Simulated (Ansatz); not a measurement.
## Electronic structure of F$_{2}$H$_{2}$O$_{2}$Ti in real space

Input

```
crystal:
  periodic: [false, false, false]
  atoms:
    - {symbol: O, position_ang: [-1.222219, 0.595878, 0.894210]}
    - {symbol: Ti, position_ang: [-0.019904, -0.026724, -0.258344]}
    - {symbol: O, position_ang: [1.418755, -0.509727, 0.668218]}
    - {symbol: F, position_ang: [-0.668469, -1.391718, -1.160259]}
    - {symbol: F, position_ang: [0.390135, 1.197376, -1.454471]}
    - {symbol: H, position_ang: [-2.109247, 0.951158, 0.819845]}
    - {symbol: H, position_ang: [2.272249, -0.884344, 0.445102]}
basis:
  gaussian: {orbitals: def2-TZVPP}
hamiltonian: {xc: pbe0, dispersion: d4}
output: {orbitals: {seedname: orbitals}}
```

Launched as:

```sh
ansatz run in.yaml --threads 2 --pin off --events-out ev --progress --plain --max-ram 22528MiB --backend cpu
```

Geometry: PBE0-D4/def2-TZVP.

All numbers below come from Ansatz, RKS PBE0-D4/def2-TZVPP.

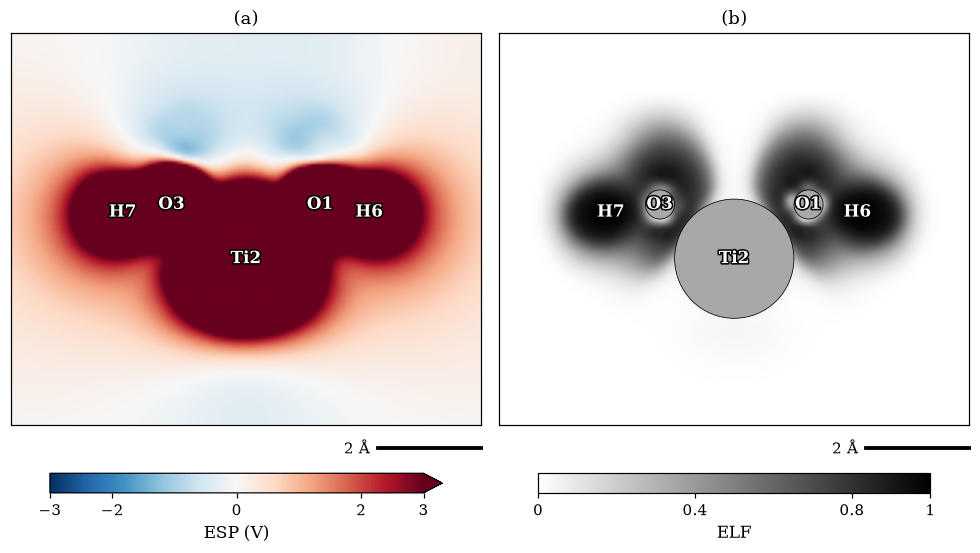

Figure 1. (a) molecular electrostatic potential; (b) ELF on the plane of atoms Ti2, O1 and H6. Grey discs cover the atomic cores in the ELF map.

What do the fields say about this system?

The plane passes through O, Ti and H nuclei.
Ti–O (1.78 Å): the ELF peaks at about 0.85 in the valence shell of O, 0.5 Å from its nucleus, and is about 0.30 at the midpoint.
O–H (0.96 Å): the ELF climbs to about 1 towards the hydrogen, as it does in any bond to H (a covalent bond by its length).
Outside the dense part of the molecule the potential is most negative (−1.3 V) near O1 and O3.

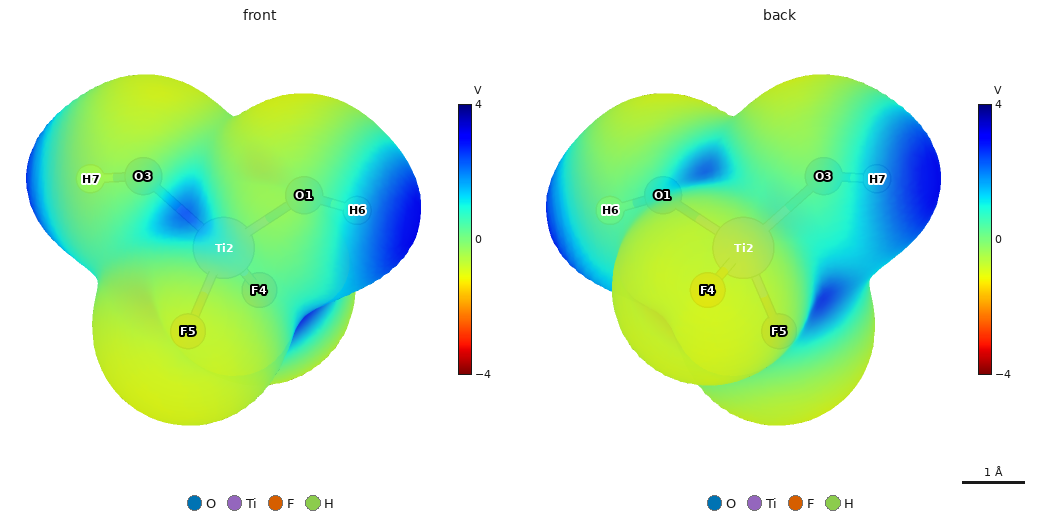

Figure 2. The electrostatic potential painted on the density surface at 0.002 e/bohr³, seen from the front and from behind; the colour scale runs from red (negative) to blue (positive).

Which sites attract a positive test charge, and which a negative one?

A positive charge is drawn to the negative regions and a negative charge to the positive ones. The most negative region (about −1.0 V, or −23 kcal/mol for a unit charge) lies over O1, F4 and F5, the most positive (about +3.1 V, or +71 kcal/mol for a unit charge) over H6 and H7.

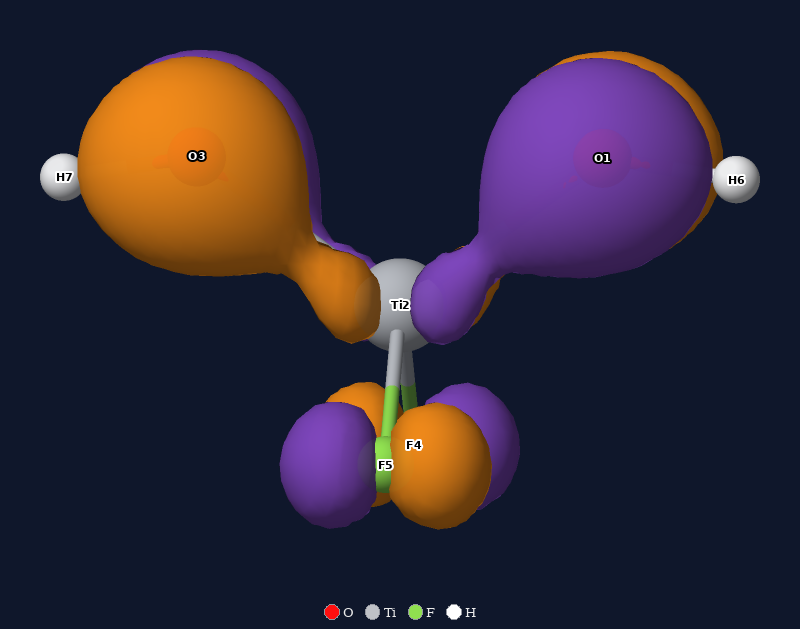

Figure 3. The HOMO−1 at ±0.15 Å⁻³ᐟ² (orange and purple are the two phases), seen across its widest extent.

Describe this orbital and give its energy.

By Hirshfeld shares it lies mainly on O1 (about 35 %), O3 (about 35 %), Ti2 (about 10 %), F4 (about 5 %) and F5 (about 5 %); largely a combination of lone pairs on O1, O3, F4 and F5. Its energy is −10.07 eV.
